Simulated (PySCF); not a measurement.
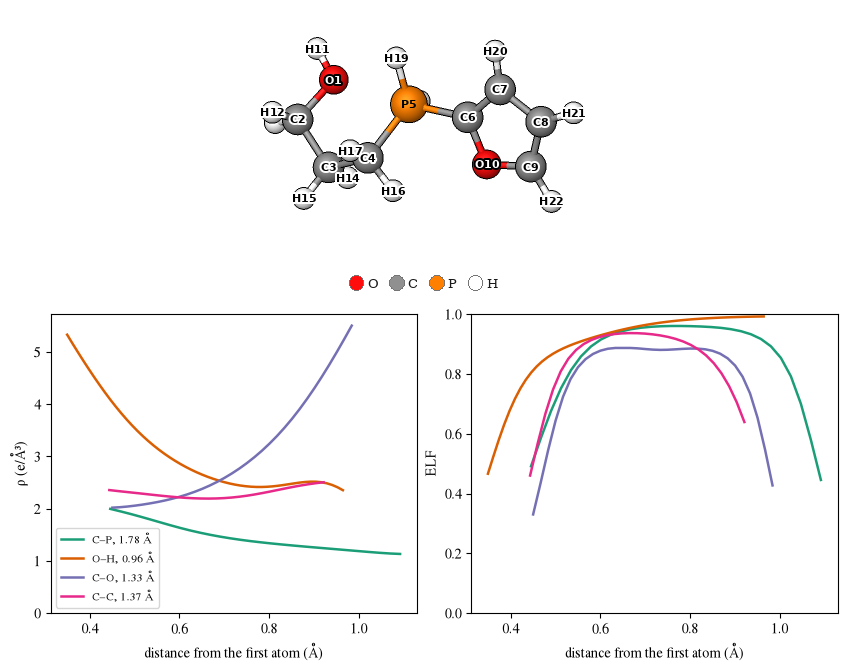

C7H12O2P (SMILES OCCC[PH2+]c1ccco1) (charge +1). Total electron density and ELF along straight lines between neighbouring atoms. The curves leave out the atomic cores. The structure is drawn too.

Geometry: GFN2-xTB.

All numbers below come from PBE0/pcSseg-1, SCF density, gas phase, non-relativistic in PySCF.

```xyz
22

O    -2.5057    0.3961    0.7748
C    -3.1018   -0.2825   -0.3244
C    -2.0494   -0.2701   -1.4255
C    -0.7040   -0.7092   -0.8521
P    -0.1775    0.3096    0.5638
C     1.6051    0.2725    0.5569
C     2.5654    0.0822    1.5215
C     3.8049    0.2131    0.8646
C     3.5150    0.4749   -0.4436
O     2.1958    0.5126   -0.6430
H    -3.1479    0.5143    1.4846
H    -3.3546   -1.3101   -0.0398
H    -4.0087    0.2335   -0.6514
H    -1.9617    0.7424   -1.8233
H    -2.3462   -0.9346   -2.2352
H     0.0844   -0.6100   -1.6055
H    -0.7311   -1.7524   -0.5192
H    -0.5402    1.6232    0.4019
H    -0.4778   -0.1254    1.8245
H     2.3997   -0.1262    2.5590
H     4.7769    0.1225    1.3027
H     4.1490    0.6431   -1.2922
```

Q: What kind of bonding do the profiles show?

A: C–P (1.78 Å): the density is about 1.3 e/Å³ at the midpoint; the ELF peaks at about 0.95 between the atoms (a covalent bond).
O–H (0.96 Å): ρ at the midpoint is about 3.7 e/Å³; the ELF climbs to about 1 towards the hydrogen, as it does in any bond to H (a covalent bond by its length).
C–O (1.33 Å): the density is about 2.4 e/Å³ at the midpoint; the ELF peaks at about 0.90 between the atoms; a shared but strongly polarised pair.
C–C (1.37 Å): the density is about 2.2 e/Å³ at the midpoint; the ELF peaks at about 0.95 between the atoms (a covalent bond).
